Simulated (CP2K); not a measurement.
# GeO (SMILES [O]=[Ge]) at revPBE-D3(BJ)/TZV2P-MOLOPT-PBE-GTH (core potential)

Aim: the energy change on altering one bond length of GeO at revPBE-D3(BJ)/TZV2P-MOLOPT-PBE-GTH (core potential), from 2 runs. 

The results are computed with CP2K 2026.2.

5 further runs of the same task are left out: 2 that didn't finish, 3 set aside as unsound or not needed.

**1. Starting point**

GeO has 2 atoms, charge 0, and is taken as a singlet. As SMILES, `[O]=[Ge]`. The shape is that of a PBE0-D4/def2-TZVP optimisation.

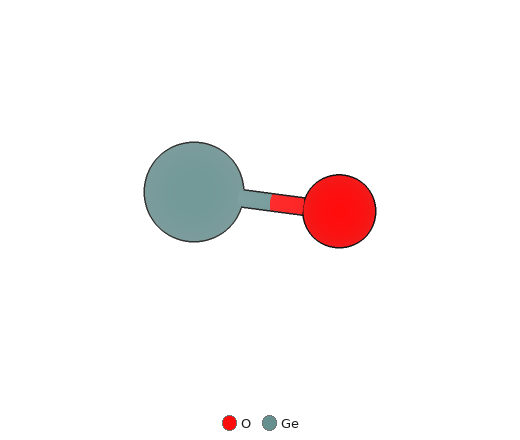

Viewed from a chosen angle; oxygen red, germanium teal.

**2. The energy at revPBE-D3(BJ)/TZV2P-MOLOPT-PBE-GTH (core potential)**

Input file molecule.xyz:

```xyz
2

O      0.000000     0.000000    -0.023040
Ge     0.000000     0.000000     1.599530
```

Input file run.inp:

```
&GLOBAL
    PROJECT run
    RUN_TYPE ENERGY
    PRINT_LEVEL MEDIUM
&END

&FORCE_EVAL
    METHOD QUICKSTEP
    &DFT
        BASIS_SET_FILE_NAME BASIS_MOLOPT_UZH
        POTENTIAL_FILE_NAME POTENTIAL_UZH
        CHARGE 0
        MULTIPLICITY 1
        &QS
            METHOD GPW
            EPS_DEFAULT 1.0E-10
        &END
        ! real-space grids
        &MGRID
            CUTOFF 400
            REL_CUTOFF 50
            NGRIDS 4
        &END
        ! no periodic images
        &POISSON
            PERIODIC NONE
            POISSON_SOLVER MULTIPOLE
        &END
        ! self-consistent field
        &SCF
            SCF_GUESS ATOMIC
            EPS_SCF 1.0E-06
            MAX_SCF 50
            &OT ON
                MINIMIZER DIIS
                PRECONDITIONER FULL_ALL
            &END
            &OUTER_SCF
                EPS_SCF 1.0E-06
                MAX_SCF 10
            &END
        &END
        ! exchange and correlation
        &XC
            &XC_FUNCTIONAL
                &PBE
                    PARAMETRIZATION REVPBE
                &END
            &END
            &VDW_POTENTIAL
                POTENTIAL_TYPE PAIR_POTENTIAL
                &PAIR_POTENTIAL
                    TYPE DFTD3(BJ)
                    PARAMETER_FILE_NAME dftd3.dat
                    REFERENCE_FUNCTIONAL revPBE
                    R_CUTOFF 15
                &END
            &END
        &END
        &PRINT
            &MOMENTS
                PERIODIC F
                REFERENCE COM
                MAX_MOMENT 1
            &END
            &MO_CUBES
                NLUMO 5
                NHOMO -1
                WRITE_CUBE F
            &END
            &HIRSHFELD OFF
            &END
        &END
    &END
    &SUBSYS
        ! box in angstrom
        &CELL
            ABC [angstrom] 7 7 8.6
            PERIODIC NONE
        &END
        &TOPOLOGY
            COORD_FILE_NAME molecule.xyz
            COORD_FILE_FORMAT XYZ
            &CENTER_COORDINATES
            &END
        &END
        &KIND O
            BASIS_SET TZV2P-MOLOPT-PBE-GTH-q6
            POTENTIAL GTH-PBE-q6
        &END
        &KIND Ge
            BASIS_SET TZV2P-MOLOPT-PBE-GTH-q4
            POTENTIAL GTH-PBE-q4
        &END
    &END
&END
```

Run with:

```console
$ OMP_NUM_THREADS=1 cp2k.psmp -i run.inp -o run.out
```

What it wrote:

```text
CP2K| version string:                                       CP2K version 2026.2
[...]
 GLOBAL| Method name                                                        CP2K
[...]
 GLOBAL| Run type                                                         ENERGY
[...]
 DFT| Spin restricted Kohn-Sham (RKS) calculation                            RKS
 DFT| Multiplicity                                                             1
[...]
 DFT| Charge                                                                   0
[...]
 FUNCTIONAL| PBE:
[...]
 QS| Method:                                                                 GPW
[...]
 QS| Density cutoff [a.u.]:                                                200.0
[...]
 QS| Relative density cutoff [a.u.]:                                        25.0
[...]
                             - Atoms:                                          2
[...]
                             - Spherical basis functions:                     58
[...]
 Number of electrons:                                                         10
[...]
     1 OT DIIS     0.15E+00    0.6     0.21281470       -19.4664553967 -1.95E+01
[...]
    25 OT DIIS     0.15E+00    0.6     0.00000061       -19.9397944831 -8.85E-12
  *** SCF run converged in    25 steps ***
[...]
  Overlap energy of the core charge distribution:               0.00000183951001
  Self energy of the core charge distribution:                -49.89317694258566
  Core Hamiltonian energy:                                     13.59862156751740
  Hartree energy:                                              20.92915122989681
  Exchange-correlation energy:                                 -4.57280893757313
  Dispersion energy:                                           -0.00158323986635
  Total energy:                                               -19.93979448310092
[...]
                     Mulliken Population Analysis
 #  Atom  Element  Kind  Atomic population                           Net charge
       1     O        1          6.705278                             -0.705278
       2     Ge       2          3.294722                              0.705278
 # Total charge                             10.000000                  0.000000
[...]
  Dipole moment [Debye]
    X= -0.1827128E-05 Y= -0.3564151E-05 Z=  0.3155746E+01  Total=      3.1557455
[...]
 WARNING : did not converge in ot_eigensolver
 number of iterations          299  exceeded maximum
 current gradient / target gradient   1.0948920687432574E-004  /    1.0000000000000001E-005
[...]
 HOMO - LUMO gap [eV] :    4.400169
 ENERGY| Total FORCE_EVAL ( QS ) energy [hartree]            -19.939794483100922
[...]
```

Wall time 17 s (1 thread of Arm Neoverse V1, shared host); peak memory 0.45 GiB.

**3. The distorted shape**

Input file molecule.inp:

```
&GLOBAL
   PROJECT molecule
   RUN_TYPE ENERGY
   PRINT_LEVEL MEDIUM
&END GLOBAL

&FORCE_EVAL
   METHOD QUICKSTEP
   &DFT
      BASIS_SET_FILE_NAME BASIS_MOLOPT_UZH
      POTENTIAL_FILE_NAME POTENTIAL_UZH
      CHARGE 0
      MULTIPLICITY 1
      &QS
         METHOD GPW
         EPS_DEFAULT 1.0E-10
      &END QS
      # plane-wave cutoff in Ry
      &MGRID
         CUTOFF 400
         REL_CUTOFF 50
         NGRIDS 4
      &END MGRID
      &POISSON
         PERIODIC NONE
         POISSON_SOLVER MULTIPOLE
      &END POISSON
      # self-consistent field
      &SCF
         SCF_GUESS ATOMIC
         EPS_SCF 1.0E-06
         MAX_SCF 100
         ADDED_MOS 3
         &DIAGONALIZATION
            ALGORITHM STANDARD
         &END DIAGONALIZATION
         &MIXING
            METHOD BROYDEN_MIXING
            ALPHA 0.4
            NBUFFER 4
         &END MIXING
      &END SCF
      # functional
      &XC
         &XC_FUNCTIONAL
            &PBE
               PARAMETRIZATION REVPBE
            &END PBE
         &END XC_FUNCTIONAL
         &VDW_POTENTIAL
            POTENTIAL_TYPE PAIR_POTENTIAL
            &PAIR_POTENTIAL
               TYPE DFTD3(BJ)
               PARAMETER_FILE_NAME dftd3.dat
               REFERENCE_FUNCTIONAL revPBE
               R_CUTOFF 15
            &END PAIR_POTENTIAL
         &END VDW_POTENTIAL
      &END XC
      # extra output
      &PRINT
         &MOMENTS
            PERIODIC F
            REFERENCE COM
            MAX_MOMENT 1
         &END MOMENTS
         &MO ON
            ENERGIES T
            OCCUPATION_NUMBERS T
            NDIGITS 6
            &EACH
               QS_SCF 0
            &END EACH
            ADD_LAST NUMERIC
         &END MO
         &HIRSHFELD OFF
         &END HIRSHFELD
      &END PRINT
   &END DFT
   # structure
   &SUBSYS
      # box in angstrom
      &CELL
         ABC [angstrom] 7 7 10.6
         PERIODIC NONE
      &END CELL
      &COORD
         O      0.000000     0.000000    -1.970170
         Ge     0.000000     0.000000     1.599530
      &END COORD
      &TOPOLOGY
         &CENTER_COORDINATES
         &END CENTER_COORDINATES
      &END TOPOLOGY
      &KIND O
         BASIS_SET TZV2P-MOLOPT-PBE-GTH-q6
         POTENTIAL GTH-PBE-q6
      &END KIND
      &KIND Ge
         BASIS_SET TZV2P-MOLOPT-PBE-GTH-q4
         POTENTIAL GTH-PBE-q4
      &END KIND
   &END SUBSYS
&END FORCE_EVAL
```

Run with:

```console
$ OMP_NUM_THREADS=1 cp2k.psmp -i molecule.inp -o molecule.out
```

What it wrote:

```text
CP2K| version string:                                       CP2K version 2026.2
[...]
 GLOBAL| Method name                                                        CP2K
[...]
 GLOBAL| Run type                                                         ENERGY
[...]
 DFT| Spin restricted Kohn-Sham (RKS) calculation                            RKS
 DFT| Multiplicity                                                             1
[...]
 DFT| Charge                                                                   0
[...]
 FUNCTIONAL| PBE:
[...]
 QS| Method:                                                                 GPW
[...]
 QS| Density cutoff [a.u.]:                                                200.0
[...]
 QS| Relative density cutoff [a.u.]:                                        25.0
[...]
                             - Atoms:                                          2
[...]
                             - Spherical basis functions:                     58
[...]
 Number of electrons:                                                         10
[...]
     1 NoMix/Diag. 0.40E+00    0.6     0.64399974       -19.5820480334 -1.96E+01
[...]
    64 Broy./Diag. 0.40E+00    0.7     0.00000049       -19.6576921631 -3.91E-06
  *** SCF run converged in    64 steps ***
[...]
  Overlap energy of the core charge distribution:               0.00000000000000
  Self energy of the core charge distribution:                -49.89317694258566
  Core Hamiltonian energy:                                     13.24179637322146
  Hartree energy:                                              21.31751774333139
  Exchange-correlation energy:                                 -4.32279566267494
  Dispersion energy:                                           -0.00103367439086
  Total energy:                                               -19.65769216309861
[...]
                     Mulliken Population Analysis
 #  Atom  Element  Kind  Atomic population                           Net charge
       1     O        1          6.388785                             -0.388785
       2     Ge       2          3.611215                              0.388785
 # Total charge                             10.000000                 -0.000000
[...]
  Dipole moment [Debye]
    X=  0.1260932E-11 Y=  0.1266829E-11 Z=  0.6928924E+01  Total=      6.9289239
 ENERGY| Total FORCE_EVAL ( QS ) energy [hartree]            -19.657692163098613
[...]
```

Wall time 43 s (1 thread of Arm Neoverse V1, shared host); peak memory 0.71 GiB.

**4. Outcome**

At revPBE-D3(BJ)/TZV2P-MOLOPT-PBE-GTH (core potential):

| quantity | value |
| --- | --- |
| first shape: total energy | -19.93979 Eh |
| first shape: dipole moment | 3.16 D |
| first shape: HOMO energy | -7.11 eV |
| first shape: LUMO energy | -2.71 eV |
| first shape: HOMO–LUMO gap | 4.40 eV |
| first shape: dispersion energy | -4.16 kJ/mol |
| distorted shape: total energy | -19.65769 Eh |
| distorted shape: dipole moment | 6.93 D |
| distorted shape: HOMO energy | -5.30 eV |
| distorted shape: LUMO energy | -5.10 eV |
| distorted shape: HOMO–LUMO gap | 0.20 eV |
| distorted shape: dispersion energy | -2.71 kJ/mol |
| energy change with the O1–Ge2 bond stretched from 1.623 to 3.570 Å | 7.676 eV |

In words: One bond (distorted shape) is far stretched, which a spin-restricted single reference describes badly; a broken-symmetry solution may lie lower. With the O1–Ge2 bond stretched from 1.623 to 3.570 Å the energy rises by 7.68 eV (741 kJ/mol). The first shape isn't relaxed at this level, so the change isn't measured from a minimum. A restricted reference can't describe the breaking bond well at this length.
